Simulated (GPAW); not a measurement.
# Te K-edge XANES of zinc-blende (ZnTe)₁₋ₓ(CdTe)ₓ at x = 0.25, part 3 of 3

Aim: the Te K edge in zinc-blende (ZnTe)₁₋ₓ(CdTe)ₓ at x = 0.25, one member of a composition series.

GPAW 26.7.0; X-ray absorption from dipole matrix elements to empty bands, plane-wave PAW PBE.

So far. Step 5 (Spectrum with XCH, Te atom 2): Main maxima below 22 eV (height): 7.0 eV (1.12) and 20.0 eV (1.03). A K edge sees empty p states on the absorber. Step 5 (Spectrum with XCH, Te atom 2): The energy difference (zero at 31914 eV) isn't read as a photon energy: for so heavy an absorber the terms left out (the hole's spin, the functional's error) amount to tens of eV or more.

## Step 7: Spectrum with XCH, Zn atom 5

The holes are 8.8 Å apart. The excited electron is kept in the cell, where it fills the lowest empty states and screens the hole. After the field has converged, empty bands are computed with the density fixed and the dipole matrix elements are summed.

The absorber has 1 Te at 2.62 Å, 2 Te at 2.65 Å and 1 Te at 2.68 Å (tetrahedral).

The input, xas.py:

```python
import numpy as np
from ase import Atoms
from ase.parallel import parprint, paropen
from gpaw import GPAW, PW, FermiDirac, Mixer, MixerDif, setup_paths
from gpaw.test import gen
setup_paths.insert(0, '.')
gen('Zn', name='fch1s', xcname='PBE', corehole=(1, 0, 1), write_xml=True)
from gpaw.mpi import world
world.barrier()

atoms = Atoms('CdTeZnTeZnTeCdTeZnTeZnTeZnTeZnTe',
    cell=[[0, 6.19825, 6.19825],
     [6.19825, 0, 6.19825],
     [6.19825, 6.19825, 0]],
    scaled_positions=[[0.9975608, 0.0022178, 0.0017834],
     [0.1297726, 0.1293843, 0.131034],
     [0.9986985, 0.000829, 0.5009481],
     [0.1352853, 0.1160652, 0.6151098],
     [0.0002596, 0.4989028, 0.0008381],
     [0.135824, 0.6153665, 0.1146671],
     [0.9990357, 0.502785, 0.5013684],
     [0.1298244, 0.6309327, 0.6308065],
     [0.500932, 0.9981168, 0.9991853],
     [0.6093507, 0.1302697, 0.1296758],
     [0.5013492, 0.000777, 0.4992256],
     [0.6252082, 0.1252576, 0.6247707],
     [0.502036, 0.5001381, 0.9992581],
     [0.6264558, 0.6237005, 0.1248185],
     [0.5006324, 0.499822, 0.4995941],
     [0.6105604, 0.6309002, 0.6292453]],
    pbc=True)
atoms.calc = calc = GPAW(legacy_gpaw=True, mode=PW(400, force_complex_dtype=True), xc='PBE', setups={4: 'fch1s'},
    kpts={'size': (3, 3, 3), 'gamma': True}, occupations=FermiDirac(0.04),
    charge=-1, mixer=Mixer(0.1, 5, 50), maxiter=150,
    convergence={'density': 0.0001, 'eigenstates': 1e-6}, txt='scf.txt')
energy = atoms.get_potential_energy() + calc.get_reference_energy()
ef = calc.get_fermi_level()
out = dict(energy=energy, fermi=ef, forces=atoms.get_forces().tolist())
parprint(f'all-electron energy {energy:.4f} eV, Fermi level {ef:.4f} eV')
ev = np.array([[calc.get_eigenvalues(k, s) for k in range(len(calc.get_ibz_k_points()))] for s in range(calc.get_number_of_spins())])
out['homo'], out['lumo'], out['counts'] = ev[ev < ef].max(), ev[ev > ef].min(), sorted(set((ev < ef).sum((0, 2)).tolist()))
out['filled'] = (ev[:, 0] < ef).sum(1).tolist()

from ase.units import Ha
from gpaw.xas import dipole_matrix_elements
nb = int(calc.get_number_of_electrons() / 2) + 242
top, nb = nb, nb + 8 + nb // 12
nscf = calc.fixed_density(kpts={'size': (3, 3, 3), 'gamma': True}, nbands=nb,
    convergence={'bands': top, 'eigenstates': 5e-3}, maxiter=60, txt='nscf.txt')
cell = atoms.cell.array
ops = [cell.T @ U.T @ np.linalg.inv(cell.T) for U in nscf.wfs.kd.symmetry.op_scc]
filled = [72]  # bands filled in the ground state, by spin
E = np.arange(-6, 30, 0.1)
fwhm = np.interp(E, [4, 25], [1.67, 3.5])
Y, X, zero, highest = 0, 0, 1e9, 1e9
for spin in range(nscf.get_number_of_spins()):
    wfs = nscf.wfs
    mine = wfs.bd.get_slice()  # this rank's bands
    A = dipole_matrix_elements(wfs.setups[4])
    eps = np.zeros((wfs.kd.nibzkpts, nb))
    d = np.zeros((3, A.shape[1], wfs.kd.nibzkpts, nb), complex)
    for kpt in wfs.kpt_u:
        if kpt.s == spin and 4 in kpt.P_ani:
            eps[kpt.k, mine] = kpt.eps_n * Ha
            d[:, :, kpt.k, mine] = (kpt.weight * wfs.nspins / 2) ** 0.5 * np.inner(A, kpt.P_ani[4])
    world.sum(eps)
    world.sum(d)
    T = np.einsum('amkn,bmkn->abkn', d, d.conj()).real
    T = sum(np.einsum('ai,ijkn,bj->abkn', R, T, R) for R in ops) / len(ops)
    empty = np.ones_like(eps, bool) & (np.arange(nb) >= filled[spin])
    zero, highest = min(zero, eps[empty].min()), min(highest, eps[:, top - 1].min())
    lines = [(eps, T, empty)] if spin == 0 else lines + [(eps, T, empty)]
for eps, T, empty in lines:
    f = np.einsum('aakn->akn', T).reshape(3, -1)
    x = eps.ravel() - zero
    w = np.interp(x, E, fwhm) / 2.35482
    g = np.exp(-0.5 * ((E[:, None] - x) / w) ** 2) / (w * (2 * np.pi) ** 0.5)
    Y = Y + (f * empty.ravel()) @ g.T
    X = X + (f * ~empty.ravel()) @ g.T
out.update(E=E.round(2).tolist(), xas=Y.tolist(), xes=X.tolist(), zero=zero, valid=highest - zero, nk=len(eps), nb=nb)
for i in range(0, len(E), 10):
    parprint(f'{E[i]:7.2f}', *(f'{v:10.3e}' for v in Y[:, i]))
import json
with paropen('out.json', 'w') as f:
    json.dump(out, f)
```

Launch:

```
OMP_NUM_THREADS=1 mpirun -n 4 gpaw python xas.py
```

Numbers of over 12 decimals in the logs are rounded to 6 here.

The program printed:

```text
Input parameters:
  charge: -1
  convergence: {density: 0.0001,
                eigenstates: 1e-06}
  kpts: {gamma: True,
         size: (3, 3, 3)}
  maxiter: 150
  mixer: {backend: pulay,
          beta: 0.1,
          method: separate,
          nmaxold: 5,
          weight: 50}
  mode: {ecut: 400.0,
         force_complex_dtype: True,
         name: pw}
  occupations: {fixmagmom: False,
[...]
*d    :    -0.022506
--------------------------------

Diagonalizing with gridspacing h=0.050

state   all-electron     PAW
-------------------------------
4s:      -0.591866    -0.592148
4p:      -0.335189    -0.335391
3d:      -1.022506    -1.022962
*f:                   -0.019081
-------------------------------
all-electron energy -2066188.7104 eV, Fermi level 5.7490 eV
[...]
28.00  1.781e-07  1.803e-07  1.807e-07
  29.00  1.685e-07  1.709e-07  1.712e-07
[key lines of the parts left out:]
Converged after 15 iterations.
Dipole moment: (-39.375521, -35.078852, -35.153701) |e|*Ang
Free energy:    -47.826470
Fermi level: 5.74900
```

Elapsed: 6.7 min, on 4 MPI ranks of Arm Neoverse V2, shared host; peak memory 0.81 GiB.

The Zn K spectrum, Zn atom 5, excited-electron core hole (neutral cell) (energy from the bottom of the conduction band, which holds the excited electron; intensity scaled to a mean of 1 over the first 20 eV):

```
E (eV)  isotropic  ε ∥ x  ε ∥ y
  -2.0       0.00   0.00   0.00
  -0.5       0.01   0.02   0.01
   1.0       0.27   0.31   0.24
   2.5       1.16   1.26   1.11
   4.0       1.94   1.90   1.97
   5.5       1.37   1.32   1.39
   7.0       1.00   0.98   1.01
   8.5       0.98   0.98   0.98
  10.0       1.29   1.27   1.30
  11.5       1.15   1.17   1.13
  13.0       0.79   0.79   0.79
  14.5       0.86   0.86   0.86
  16.0       0.64   0.65   0.63
  17.5       0.77   0.75   0.78
  19.0       0.90   0.89   0.91
  20.5       0.89   0.90   0.88
  22.0       0.95   0.98   0.94
  23.5       0.89   0.92   0.87
  25.0       0.79   0.80   0.79
  26.5       0.98   0.97   0.98
  28.0       1.14   1.13   1.14
```

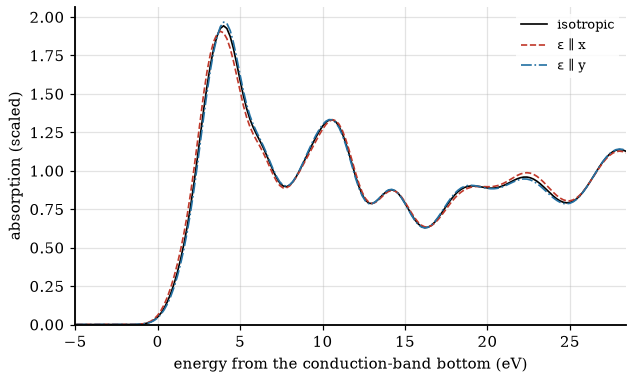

The Zn K edge, Zn atom 5, excited-electron core hole (neutral cell): main maxima at 4.0, 10.6 and 22.2 eV.

Main maxima below 27 eV (height): 4.0 eV (1.94), 10.6 eV (1.33), 14.2 eV (0.88) and 22.2 eV (0.96). 

The total-energy difference is 9692.26 eV. One term is added: -30.96 eV, since the hole is spin-paired here and a spin-polarised one costs that much less in the free atom (computed apart). The photon energy is then 9661.30 eV. The tabulated edge of the element is 9659 eV. The functional leaves an error of a few eV in such absolute values.

## Step 8: Summary of results

| Quantity | Value |
| --- | --- |
| absorber and edge | Te K, atom 2 of the ground-state input (counted from 1) |
| surroundings | 2 Zn at 2.65 Å, 1 Zn at 2.66 Å and 1 Cd at 2.78 Å (distorted tetrahedral) |
| highest intensity below 22 eV | 7.0 eV above the zero, height 1.12 |

What this shows: The Te K edge of atom 2, with 2 Zn at 2.65 Å, 1 Zn at 2.66 Å and 1 Cd at 2.78 Å (distorted tetrahedral), has its highest intensity of the first 22 eV at 7.0 eV above the zero, 1.1 times the mean level of the first 20 eV (Gaussian full width 9.89 eV). The script folds with a Gaussian, whereas the core hole's own line is a Lorentzian, so the onset is too steep and the first peak too high.

[Banner, clock and machine lines of the logs are left out without a mark of their own.]

[Logs are printed without paths, hosts, clocks, repeated set-up lines and the standing remarks that a program may print on its own settings, such as how far it seeks lower states.]

[Hosts, paths, dates, database ids (printed as entryN), source tags and the programs' standing remarks are cut or masked in the printed files.]

[Lists of maxima count a maximum above −3 eV only where it reaches 4 % of the highest in the window and stands out from its surroundings by 2 % of it (1.5 % where it reaches 55 %); shoulders and weaker maxima are passed over, and of the rest the first, up to two pre-edge ones and the few strongest are named.]
